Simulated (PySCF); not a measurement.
```
atom    x (Å)    y (Å)    z (Å)
   C  -1.6249  -1.6406   0.3430
   N  -1.5624  -0.2642  -0.0878
   C  -0.4830   0.4990   0.5044
   C   0.8737   0.2940  -0.1627
   C   1.7125  -0.9457   0.2032
   C   2.9415  -0.0408   0.3736
   C   2.0168   1.1861   0.3528
  Si  -2.3187   0.1627  -1.5630
   S  -2.2148   2.2927  -1.8232
   H  -2.5157  -2.1065  -0.0718
   H  -0.7518  -2.2117   0.0153
   H  -1.6767  -1.6868   1.4348
   H  -0.7375   1.5597   0.4233
   H  -0.4252   0.2447   1.5690
   H   0.7407   0.3885  -1.2434
   H   1.3985  -1.3933   1.1447
   H   1.7860  -1.7271  -0.5529
   H   3.5172  -0.1851   1.2860
   H   3.6148  -0.0764  -0.4812
   H   1.8122   1.5698   1.3519
   H   2.3100   2.0134  -0.2900
   H  -3.7241  -0.2132  -1.4503
   H  -1.7235  -0.3161  -2.8100
   H  -2.9773   2.6163  -0.7912
```

Geometry: GFN2-xTB.

The calculation used PBE0/pcSseg-1, SCF density, gas phase, non-relativistic (PySCF 2.14.0).

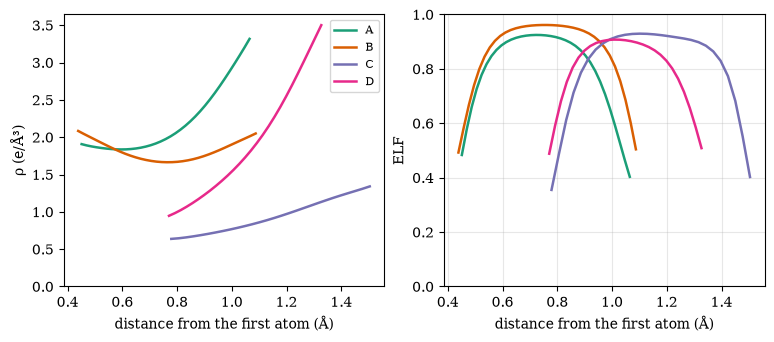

C6H15NSSi (SMILES CN(CC1CCC1)[SiH2]S). Total electron density and electron localisation function along straight lines between neighbouring atoms. The curves leave out the atomic cores.

Q: Which curve belongs to which contact (C–C, C–N, Si–N and Si–S)? The first atom named is at distance zero.

A: Curve A: C–N (1.44 Å): ρ is about 1.9 e/Å³ halfway; the ELF peaks at about 0.90 between the atoms; localised, covalent bonding. Curve B: C–C (1.53 Å): ρ at the midpoint is about 1.7 e/Å³; the ELF peaks at about 0.95 between the atoms (a shared electron pair). Curve C: Si–S (2.15 Å): ρ at the midpoint is about 0.83 e/Å³; the ELF peaks at about 0.95 between the atoms; a shared electron pair. Curve D: Si–N (1.71 Å): ρ at the midpoint is about 1.1 e/Å³; the ELF peaks at about 0.90 between the atoms; a shared but strongly polarised pair.
